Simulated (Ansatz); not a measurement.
# CH4AlF2N: basis-set convergence

Aim: see how fast density functionals and correlated methods converge with the basis set for CH4AlF2N.

The runs use Ansatz 0.2.0, Gaussian basis; one geometry, several basis sets.

Plan: PBE0-D4/def2-SVP; ωB97M-V/def2-SVP; PBE0-D4/def2-QZVPP; ωB97M-V/def2-QZVPP; CCSD(T)/cc-pV(D+d)Z; CCSD(T)/cc-pV(T+d)Z; CCSD(T)/cc-pV(Q+d)Z; the functionals' def2-TZVPP values are taken from earlier runs.

## Step 1: The geometry

The geometry comes from an earlier relaxation with PBE0-D4 in a triple-zeta def2 set; it is a stationary point, not always the lowest conformer.

SMILES `C[NH][Al]([F])[F]`, 9 atoms, charge 0, spin multiplicity 1.

Atoms are counted from 1 here; the program's logs count them from 0.

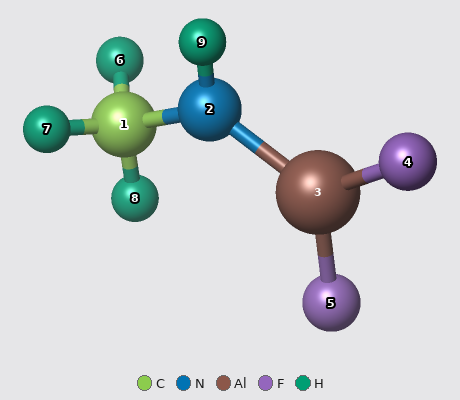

The structure; carbon green, nitrogen blue, aluminium brown, fluorine purple, hydrogen teal; atoms are numbered from 1 in the order of the file.

Geometry (Å):

```xyz
9
charge 0, multiplicity 1
C     0.1295   -1.1429    0.5955
N    -0.3893    0.1902    0.3565
Al    0.0566    1.3037   -0.9136
F    -0.6488    2.7814   -1.0201
F     1.1919    0.8858   -2.0228
H    -0.6542   -1.9063    0.5373
H     0.6107   -1.2277    1.5761
H     0.8805   -1.3911   -0.1569
H    -1.0883    0.4605    1.0309
```

## Step 2: PBE0-D4 in def2-SVP

Input file in.yaml:

```yaml
crystal:
  periodic: [false, false, false]
  atoms:
    - {symbol: C, position_ang: [0.129500, -1.142898, 0.595498]}
    - {symbol: N, position_ang: [-0.389326, 0.190167, 0.356473]}
    - {symbol: Al, position_ang: [0.056558, 1.303741, -0.913634]}
    - {symbol: F, position_ang: [-0.648799, 2.781432, -1.020129]}
    - {symbol: F, position_ang: [1.191931, 0.885801, -2.022778]}
    - {symbol: H, position_ang: [-0.654226, -1.906270, 0.537349]}
    - {symbol: H, position_ang: [0.610671, -1.227740, 1.576121]}
    - {symbol: H, position_ang: [0.880541, -1.391054, -0.156930]}
    - {symbol: H, position_ang: [-1.088350, 0.460521, 1.030930]}
basis:
  gaussian: {orbitals: def2-SVP}
hamiltonian: {xc: pbe0, dispersion: d4}
output: {orbitals: {seedname: orbitals}}
```

Command:

```sh
ansatz run in.yaml --threads 2 --pin off --events-out ev --progress --plain --max-ram 32768MiB --backend cpu
```

After this run come: ωB97M-V in def2-SVP; PBE0-D4 in def2-QZVPP; ωB97M-V in def2-QZVPP; CCSD(T) in cc-pV(D+d)Z; CCSD(T) in cc-pV(T+d)Z; CCSD(T) in cc-pV(Q+d)Z.

**Question.** What will the summary of the whole plan be? Wanted: MP2 correlation recovered, cc-pV(D+d)Z; MP2 correlation recovered, cc-pV(T+d)Z; MP2 correlation recovered, cc-pV(Q+d)Z; CCSD(T) limit from def2 sets; PBE0-D4: double and triple zeta above quadruple; ωB97M-V: double and triple zeta above quadruple.

**Answer**, as computed:

| quantity | value |
| --- | --- |
| MP2 correlation recovered, cc-pV(D+d)Z | 67.9 % |
| MP2 correlation recovered, cc-pV(T+d)Z | 87.7 % |
| MP2 correlation recovered, cc-pV(Q+d)Z | 94.9 % |
| CCSD(T) limit from def2 sets (earlier runs) less the limit of this series | 19 meV |
| PBE0-D4: double and triple zeta above quadruple | 13.04, 0.71 eV |
| ωB97M-V: double and triple zeta above quadruple | 13.25, 0.66 eV |

What this shows: For PBE0-D4 the step from double to triple zeta gains 12.34 eV and the next only 0.71 eV. Correlation climbs from 68 % (cc-pV(D+d)Z) to 95 % (cc-pV(Q+d)Z) of the limit; Hartree-Fock is 0.250 eV from its own by then. A limit from the def2 sets, made apart, differs by 19 meV, a least measure of the doubt on such a limit. These are total energies; as a rule much of such shifts cancels in differences, which this series doesn't test. The LUMO of ωB97M-V is positive and keeps falling with the basis (1.24 to 0.57 eV): an unbound level that the basis holds in place.
